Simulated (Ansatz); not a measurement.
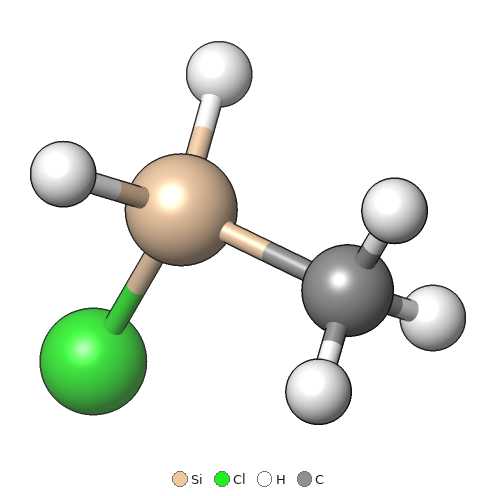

Ball-and-stick drawing of a structure. Every bond is drawn as one stick, whatever its order.

The geometry was computed by an optimisation with PBE0-D4/def2-TZVP.

Describe the molecule.

It has 8 atoms: 1 carbon, 5 hydrogen, 1 chlorine and 1 silicon (CH₅ClSi). This geometry has Cs symmetry. Coordination: 1 Si tetrahedral; 1 C tetrahedral.

The parts below concern this one geometry. Atoms keep their numbers from picture to picture.

## Geometry

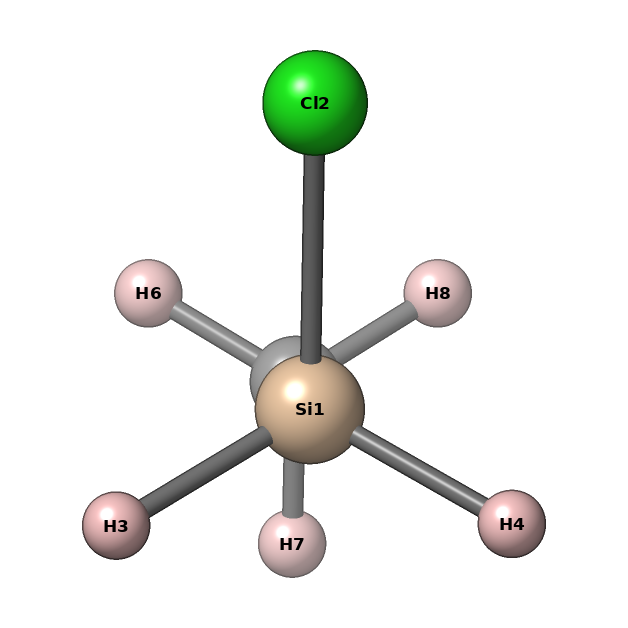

C5 lies behind Si1. The molecule seen nearly along the Si1–C5 bond, Si1 in front. Depth is shown by fading: the farther an atom, the more it takes the colour of the background.

What is the torsion angle Cl2–Si1–C5–H6? The sign is positive where the front bond must turn clockwise to cover the back bond.

Answer. −60°, synclinal (gauche). The bonds about Si1–C5 are staggered.

## Electronic properties

Properties computed with RKS PBE0-D4/def2-TZVP (Ansatz 0.2.0).

Computed properties:

- dipole moment: 1.87 D
- harmonic zero-point energy: 145.1 kJ/mol
- dispersion correction: −11.9 kJ/mol

## Thermal motion

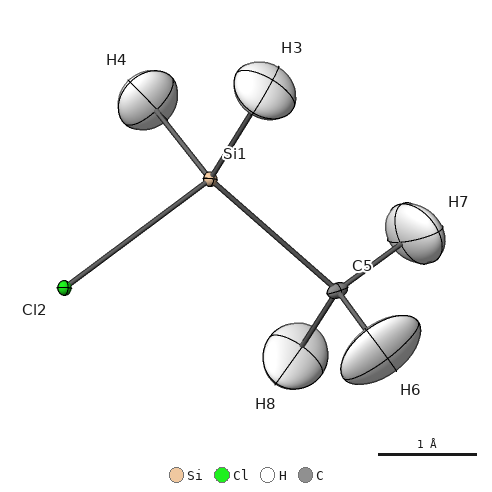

Displacement ellipsoids at the 50 % level, enlarged 1.5 times, from the internal vibrations of the free molecule (harmonic, no overall translation or rotation; no half-axis is drawn under 0.075 Å). Vibrations computed with RKS PBE0-D4/def2-TZVP (Ansatz 0.2.0). Temperature: 0 K (zero-point motion alone).

Give the displacement parameters, one line for each set of equivalent atoms.

```tsv
atom	U_eq (Å²)	rms amplitudes (Å)
Si1	0.00061	0.017, 0.023, 0.032
Cl2	0.00035	0.008, 0.015, 0.027
H3, H4	0.0167	0.087, 0.145, 0.146
C5	0.0014	0.020, 0.032, 0.053
H6, H8	0.0224	0.074, 0.140, 0.205
H7	0.0237	0.086, 0.144, 0.207
```

## Vibrations

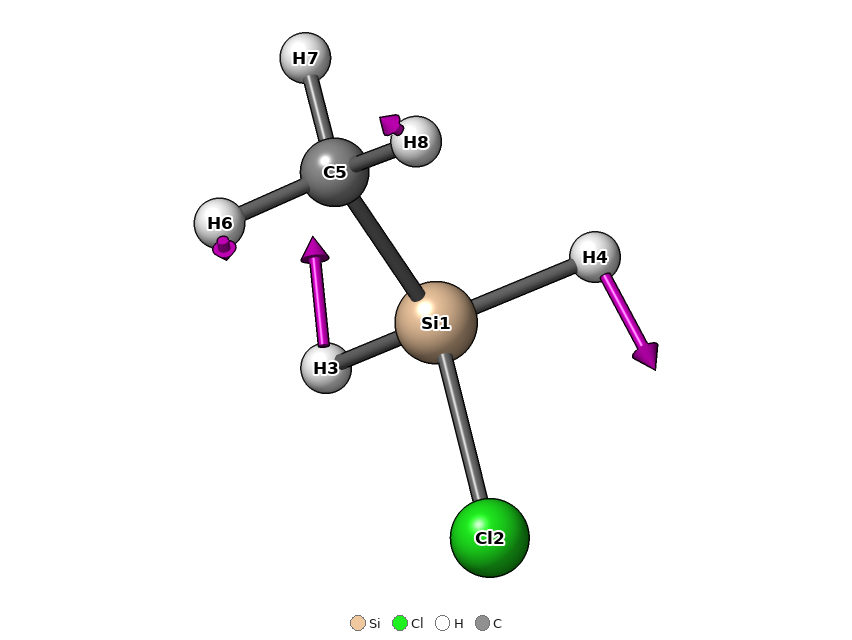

The arrows show one normal mode. Harmonic vibrations computed with RKS PBE0-D4/def2-TZVP (Ansatz 0.2.0) at a stationary point of the same level.

Describe the motion.

Answer. Mostly Cl–Si–H bending.

Estimate its harmonic wavenumber.

Answer. 678 cm⁻¹; it is mode 5 of 18 counted from the lowest.
